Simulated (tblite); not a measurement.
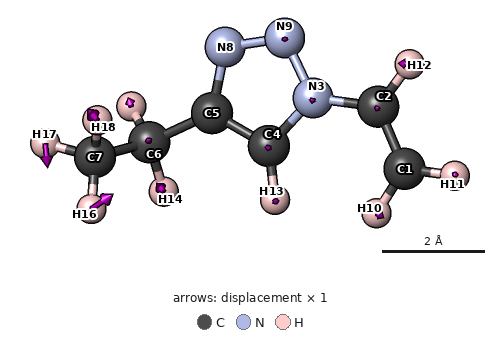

This is a relaxation of C6H9N3. The starting structure is drawn; purple arrows show the displacements, at their true length. The two geometries are superimposed by the best rigid fit.

A ball-and-stick model, seen at a tilt.

Computed with GFN2-xTB geometry optimisation, gas phase (tblite 0.8.0). 

### Atoms of which element are displaced furthest, and by how much?

Hydrogen: up to 0.62 Å, against 0.13 Å for carbon.

### What did the optimiser do to the structure, and how much energy did it gain?

An H atom moves most after the best rigid fit: 0.62 Å. Largest moves by element: H 0.62 Å, C 0.13 Å, N 0.13 Å. Among the contacts that change: C–H 1.136 → 1.087 Å, C–C 1.497 → 1.530 Å, N–N 1.300 → 1.272 Å, C–C 1.345 → 1.324 Å. Among the angles between lasting bonds that change: N–C–H 122.5° → 111.6°, C–C–H 116.0° → 123.1°, C–C–H 124.9° → 131.9°. Groups turn about C–C by about 35°. After 62 geometry steps the energy has fallen by 10.5 kcal/mol.
